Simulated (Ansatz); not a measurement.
CH₅OSn (SMILES [CH3][Sn][OH2+]) (charge +1)

```xyz
8

C    -0.5881   -0.5138    0.2577
O     2.1405    0.8523    0.1367
Sn    0.9663   -0.2919    1.7403
H     1.8449    1.0338   -0.7691
H    -1.4400   -1.0721    0.6771
H    -0.2154   -1.0669   -0.6220
H     3.0222    1.2408    0.2448
H    -0.9554    0.4718   -0.0772
```

Geometry: PBE0-D3(BJ)/def2-SVP; core potentials replace the inner electrons of Sn.

Method: isolated molecule in a Gaussian basis; Kohn-Sham density functional theory, functional PBE0 (Ansatz).

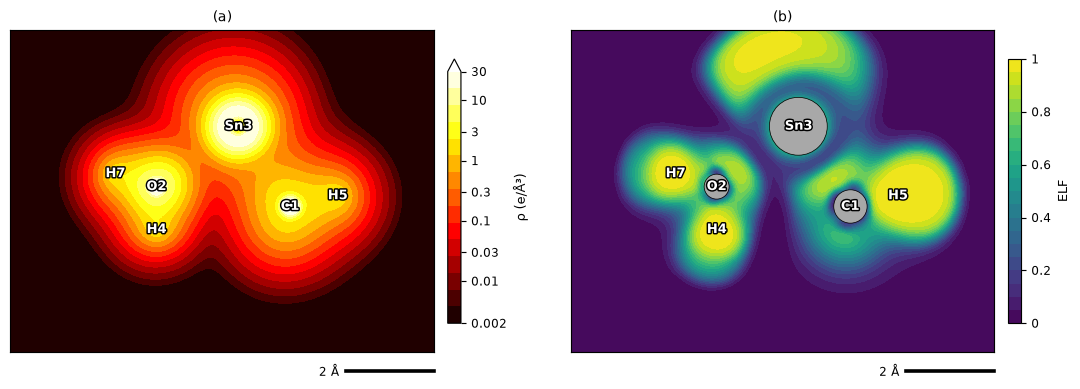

Figure 1. (a) electron density; (b) electron localisation function on the plane of atoms Sn3, O2 and H7. Grey discs cover the atomic cores in the ELF map.

**What do the fields say about this system?**

Atoms in the plane: C, O, Sn and H.
C–Sn (2.16 Å): ρ at the midpoint is about 0.72 e/Å³; the ELF peaks at about 0.90 in the valence shell of C, 0.7 Å from its nucleus, and drops to about 0.20 between the two atoms.
Sn–O (2.29 Å): ρ at the midpoint is about 0.36 e/Å³; the ELF is about 0.10 at the midpoint.
O–H (0.97 Å): the density is about 3.8 e/Å³ at the midpoint; the ELF climbs to about 1 towards the hydrogen, as it does in any bond to H: a covalent bond by its length.
C–H (1.10 Å): the density is about 1.9 e/Å³ at the midpoint; the ELF climbs to about 1 towards the hydrogen: a covalent bond by its length.

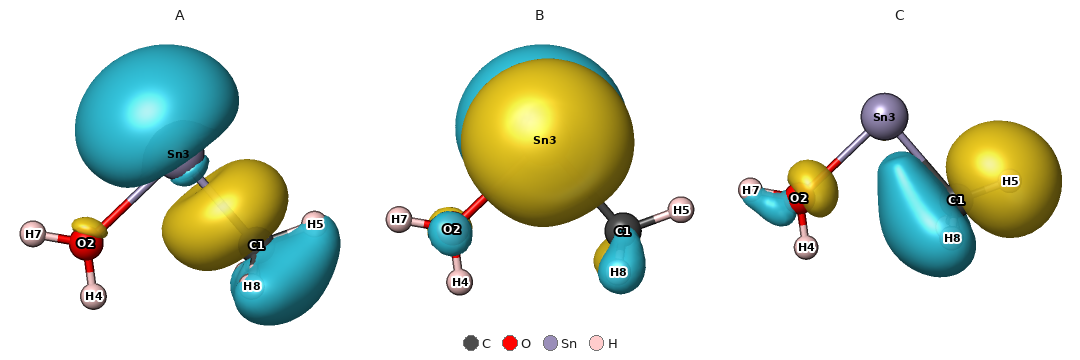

Figure 2. Three frontier orbitals at ±0.1 Å⁻³ᐟ² (yellow and cyan are the two phases), in no order.

**Order the three orbitals by energy and name them.**

C is the HOMO−1 (−15.61 eV). It lies mainly on C1 (about 45 %), H5 (about 25 %), Sn3 (about 10 %), H6 (about 5 %) and H8 (about 5 %). A is the HOMO (−11.94 eV). By Hirshfeld shares it lies mainly on Sn3 (about 55 %) and C1 (about 35 %). B is the LUMO (−7.58 eV). Its weight (Hirshfeld) is mainly on Sn3 (about 90 %).

**What is the HOMO–LUMO gap?**

4.36 eV between the orbital energies.

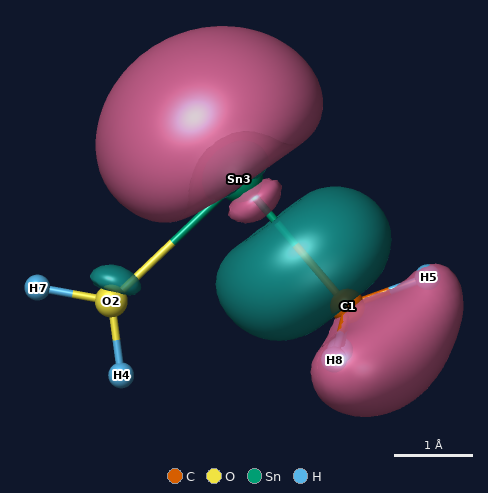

Figure 3. The HOMO at ±0.1 Å⁻³ᐟ² (teal and pink are the two phases), seen across its widest extent.

**Where does this orbital lie, and at what energy?**

It lies mainly on Sn3 (about 55 %) and C1 (about 35 %). Its energy is −11.94 eV.
